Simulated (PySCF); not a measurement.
# CH$_{7}$N$_{2}$Si (SMILES [CH2][SiH](N)N) (doublet): what the fields show

```yaml
atoms:
  - { symbol: C, position_ang: [-1.4502, -0.9067, -0.1358] }
  - { symbol: Si, position_ang: [0.2027, -0.1120, -0.3564] }
  - { symbol: N, position_ang: [1.0967, -0.4448, 1.0947] }
  - { symbol: N, position_ang: [-0.0557, 1.5761, -0.6203] }
  - { symbol: H, position_ang: [-1.5962, -1.8008, 0.4424] }
  - { symbol: H, position_ang: [-2.3135, -0.5728, -0.6810] }
  - { symbol: H, position_ang: [0.8951, -0.5432, -1.5868] }
  - { symbol: H, position_ang: [1.1390, -1.3957, 1.4228] }
  - { symbol: H, position_ang: [2.0011, -0.0150, 1.2080] }
  - { symbol: H, position_ang: [-0.6539, 2.0651, 0.0258] }
  - { symbol: H, position_ang: [0.7402, 2.1523, -0.8393] }
```

Geometry: GFN2-xTB.

Theory: UKS B3LYP, pcH-1 on C H N Si, non-relativistic, mean-field spin-orbit, GIAO (PySCF 2.14.0, density-fitted response routines).

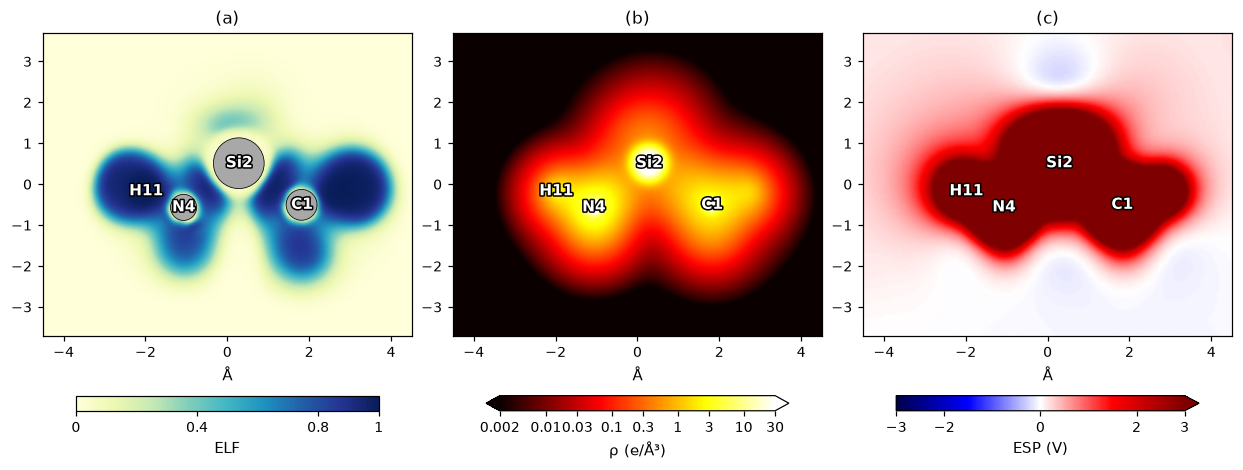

Figure 1. (a) electron localisation function; (b) total electron density; (c) electrostatic potential on the plane of atoms Si2, N4 and H11. Grey discs cover the atomic cores in the ELF map.

Q: What does the map show?

A:
- The section cuts through C, Si, N and H sites.
- Si–N (1.73 Å): ρ is about 1.1 e/Å³ halfway; the ELF peaks at about 0.90 between the atoms: a shared but strongly polarised pair.
- C–Si (1.85 Å): ρ at the midpoint is about 0.99 e/Å³; the ELF peaks at about 0.95 between the atoms (a shared electron pair).
- N–H (1.01 Å): ρ is about 2.8 e/Å³ halfway; the ELF climbs to about 1 towards the hydrogen, as it does in any bond to H: a covalent bond by its length.
- The potential has no marked negative region in this plane.

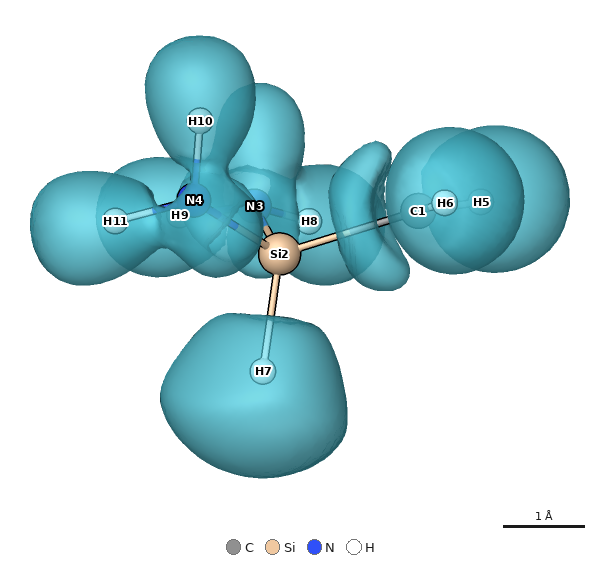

Figure 2. Isosurface of the electron localisation function at 0.8 (cyan), seen from one side. Core shells and regions of very low density are left out.

Q: Where are the electrons localised?

A: The ELF exceeds this value in one region between bonded C–Si atoms (shared pairs), three regions around hydrogen nuclei and two joined regions spread over several atoms (H, N), in which their bonds and any lone pairs are merged.

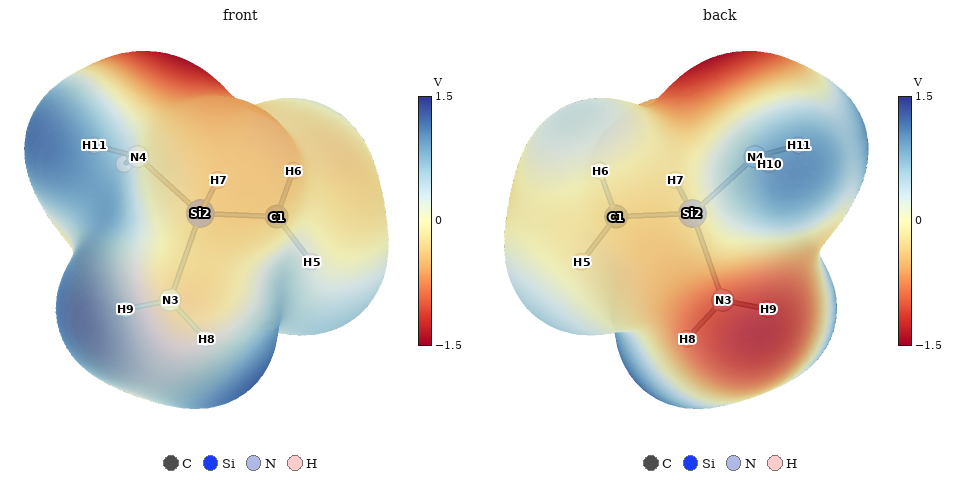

Figure 3. The molecular electrostatic potential painted on the density surface at 0.001 e/bohr³, seen from the front and from behind; the colour scale runs from red (negative) to blue (positive).

Q: Describe the electrostatic potential map.

A: The most negative region (about −1.4 V) lies over N4, the most positive (about +1.3 V) over H8, H9 and H11. N4 is the likeliest acceptor of a hydrogen bond.
